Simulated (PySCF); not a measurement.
## Electronic structure of C6H11BN2Si in real space

Input file:

```
{"job": {"kind": "nmr", "xc": "PBE0", "basis": "pcSseg-1"}, "charge": 0, "multiplicity": 1}
B     -1.400660     2.205011     0.033821
N     -1.134784     0.835111     0.098191
Si    -2.382878    -0.387099     0.308664
N     -1.668957    -1.845464    -0.254823
C      0.202766     0.389167     0.047838
C      1.016637     0.741174    -1.024496
C      2.329342     0.309560    -1.080175
C      2.846654    -0.483708    -0.069928
C      2.041302    -0.837357     0.999770
C      0.729196    -0.406387     1.059687
H     -0.514154     2.969859    -0.034490
H     -2.514754     2.561948     0.071738
H     -2.691694    -0.607050     1.724726
H     -3.551131     0.095730    -0.432610
H     -1.080484    -1.829880    -1.072141
H     -2.203405    -2.696320    -0.223252
H      0.606318     1.357752    -1.811248
H      2.949391     0.592788    -1.918781
H      3.870709    -0.823705    -0.114891
H      2.439634    -1.449982     1.795687
H      0.102032    -0.674207     1.896242
```

Run with:

```sh
OMP_NUM_THREADS=1 python probes_run.py task.json out
```

Geometry: GFN2-xTB.

These are results of PBE0/pcSseg-1, SCF density, gas phase, non-relativistic (PySCF 2.14.0), not measurements.

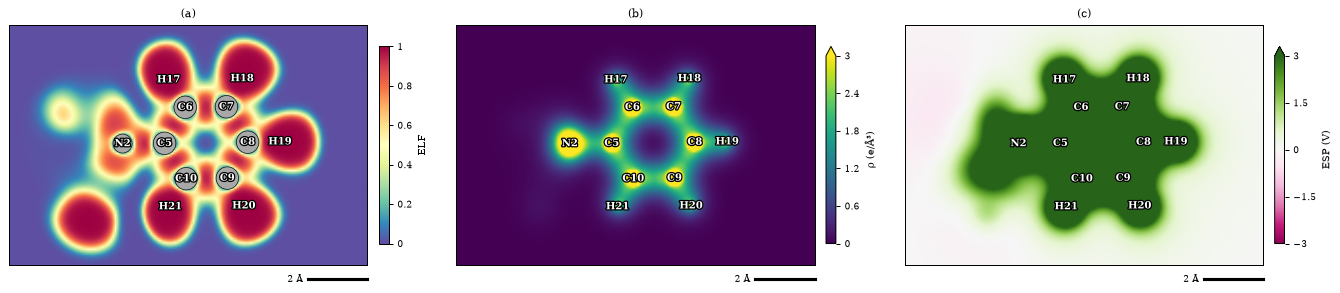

Figure 1. (a) ELF; (b) electron density; (c) electrostatic potential on the plane of atoms C6, C7 and C8. Grey discs cover the atomic cores in the ELF map.

> Describe what can be read from this map.

Atoms in the plane: N, C and H. C–C (1.38 Å): the density is about 2.1 e/Å³ at the midpoint; the ELF peaks at about 0.95 between the atoms: a covalent bond. C–N (1.41 Å): ρ at the midpoint is about 2.1 e/Å³; the ELF peaks at about 0.95 between the atoms: localised, covalent bonding. C–H (1.08 Å): ρ is about 2 e/Å³ halfway; the ELF climbs to about 1 towards the hydrogen, as it does in any bond to H: a covalent bond by its length. Outside the dense part of the molecule the potential is most negative (−0.4 V) near H12, which lies off the plane.

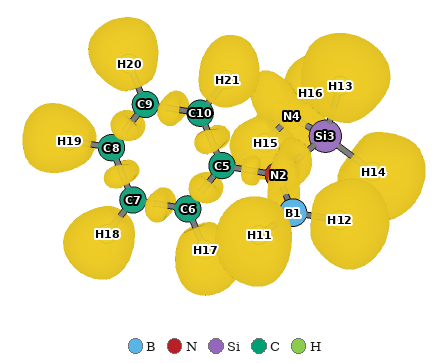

Figure 2. Isosurface of the electron localisation function at 0.8 (yellow), seen at a tilt. Only the valence region is drawn (cores and ρ < 0.01 e/Å³ removed).

> Identify the bonds, lone pairs and shells in this picture.

The ELF exceeds this value in six regions between bonded C–C atoms (shared pairs), one region between bonded C–N atoms (shared pairs), nine regions around hydrogen nuclei, one region on N in which the atom's valence shell and bonds are merged and one joined region spread over several atoms (H, N), in which their bonds and any lone pairs are merged.


 B–N (1.40 Å): the ELF peaks at about 0.95 between the atoms: a short, strongly polar bond.

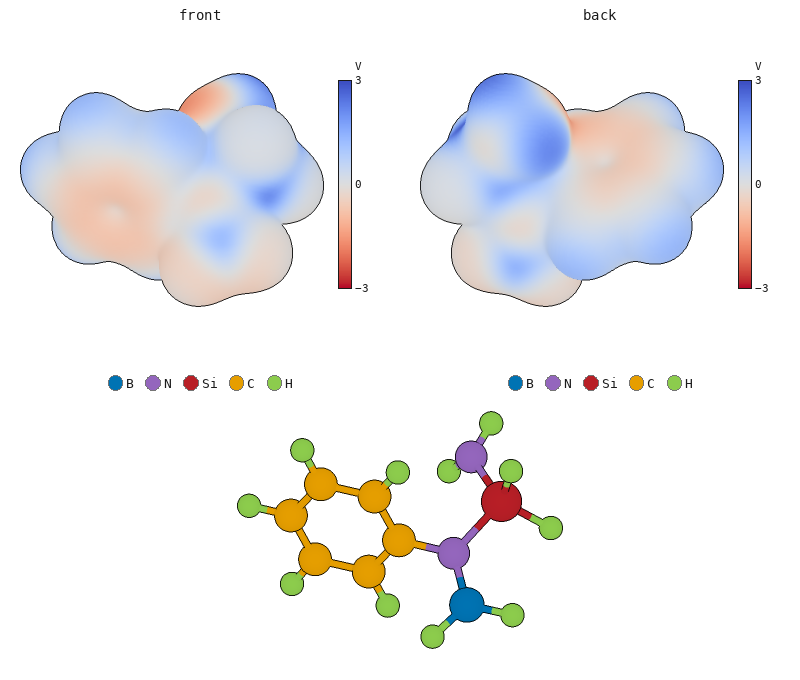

Figure 3. The molecular electrostatic potential painted on the density surface at 0.004 e/bohr³, seen from the front and from behind; red is negative and blue positive. The bare structure is drawn below in the same view.

> Where is the surface potential most negative and most positive?

The most negative region (about −1.5 V, or −35 kcal/mol for a unit charge) lies over N4, the most positive (about +2.3 V, or +53 kcal/mol for a unit charge) over Si3 and H16. N4 is the likeliest acceptor of a hydrogen bond.
